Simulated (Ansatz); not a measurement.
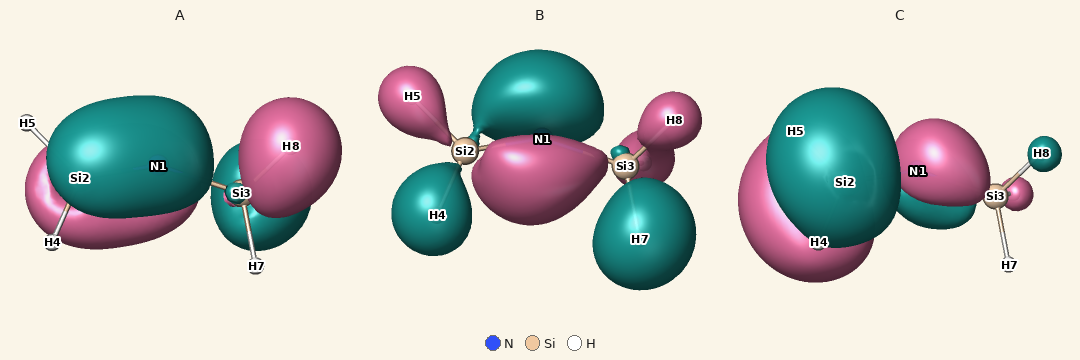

Figure 1: H$_{5}$NSi$_{2}$. Three frontier orbitals at ±0.08 Å⁻³ᐟ² (teal and pink are the two phases), in no order.

Geometry: r2SCAN-D4/def2-SVP.

Method: Ansatz, isolated molecule in a Gaussian basis; Kohn-Sham density functional theory, functional PBE0.

```xyz
8

N     1.1662   -1.2292    0.5250
Si    2.3357   -0.1777    0.7556
Si   -0.0018   -1.9899   -0.4728
H     2.9054    0.7610   -0.2592
H     2.9974   -0.0335    2.0792
H     0.2604   -3.4620   -0.5221
H    -0.0316   -1.4917   -1.8891
H    -1.3670   -1.7828    0.1031
```

> Which picture is the HOMO−1, the HOMO and the LUMO?

A is the HOMO−1 (−7.85 eV). By Hirshfeld shares it lies mainly on N1 (about 40 %), Si2 (about 25 %), Si3 (about 15 %), H6 (about 10 %) and H8 (about 10 %). B is the HOMO (−7.29 eV). Its weight (Hirshfeld) is mainly on N1 (about 55 %), Si3 (about 15 %), Si2 (about 15 %) and H7 (about 10 %). C is the LUMO (−2.18 eV). It lies mainly on Si2 (about 65 %), N1 (about 15 %) and H4 (about 5 %).

> What is the HOMO–LUMO gap?

5.11 eV between the orbital energies.
